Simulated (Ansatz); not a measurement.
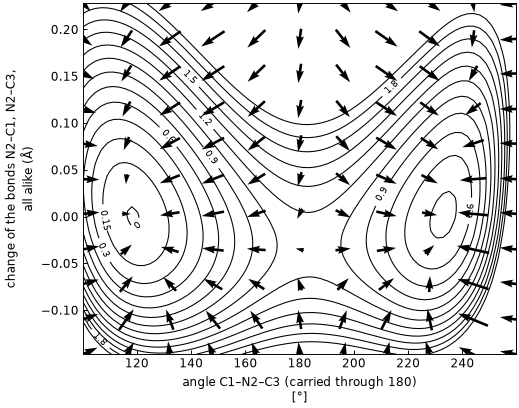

Energy landscape of C4H6FN, SMILES C=NC=CCF. Coordinates scanned: (1) angle C1–N2–C3 (carried through 180); (2) change of the bonds N2–C1, N2–C3, all alike. Nothing is relaxed (all other coordinates rigid). The scan uses an 11 × 11 grid. Points are written as (first, second). All energies are given in eV relative to the lowest grid point. All numbers below come from RKS PBE-D4/def2-SVP (Ansatz 0.2.0).

The picture shows contour lines labelled in eV (none above 1.95), arrows along the force (downhill), their lengths compressed. Between grid points the surface is interpolated. 

Where are the wells?

Answer. The lowest grid point is at (116°, 0.003 Å). There is a further well near (228°, 0.003 Å) (0.46 eV above the lowest at that grid point). The highest grid point, (260°, −0.147 Å), lies 7.20 eV above the lowest. On the interpolated surface the easiest way out of the lowest well to the well at about (235°, 0.00 Å) passes a barrier of about 1.1 eV. Round the minimum the valley is somewhat tilted: raising the first coordinate shifts the best value of the second coordinate downwards (coupling k₁₂/√(k₁₁k₂₂) about 0.3).

The values on the grid:

```csv
"second ↓, first →",100,116,132,148,164,180,196,212,228,244,260
0.228,1.77,1.78,2.22,2.85,3.43,3.71,3.55,3.03,2.43,2.07,2.82
0.190,1.37,1.33,1.74,2.33,2.88,3.14,3.00,2.52,1.95,1.65,2.60
0.153,1.03,0.92,1.29,1.86,2.38,2.62,2.49,2.04,1.52,1.29,2.46
0.115,0.74,0.55,0.89,1.42,1.90,2.14,2.02,1.60,1.12,0.98,2.41
0.078,0.55,0.27,0.55,1.05,1.51,1.73,1.62,1.24,0.80,0.75,2.48
0.040,0.46,0.07,0.30,0.76,1.19,1.40,1.30,0.95,0.57,0.63,2.69
0.003,0.51,0.00,0.17,0.58,0.99,1.19,1.10,0.78,0.46,0.64,3.07
−0.035,0.74,0.08,0.18,0.55,0.93,1.12,1.04,0.76,0.50,0.83,3.68
−0.072,1.17,0.36,0.38,0.70,1.05,1.23,1.17,0.92,0.72,1.22,4.53
−0.110,1.90,0.89,0.82,1.09,1.41,1.58,1.53,1.32,1.20,1.90,5.70
−0.147,2.92,1.70,1.54,1.75,2.04,2.20,2.16,1.99,1.97,2.87,7.20
```

Time for the 121 points that were run: 7.3 min on 1 thread of Arm Neoverse V2, with other jobs on the host.
